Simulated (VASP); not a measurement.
Band structure of ZnCu2GeS4 (space group I-4). Method: PBE GGA, VASP's PBE PAW potentials (set 64) (plane waves; VASP 6.6.1).

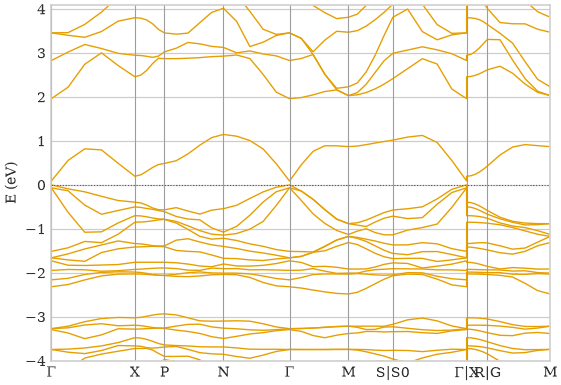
*Bands along high-symmetry lines, zero at the valence-band maximum or, without a gap, the Fermi level*

Problem. Read the plot: is there a gap, and where are the band edges?

Solution. The gap is direct, 0.09 eV, from the valence maximum at Γ to the conduction minimum at Γ.

The structure was generated: ZnCu2GeS4 was put into an ordered model structure, which need not be its known phase. The cell was not relaxed at this level.
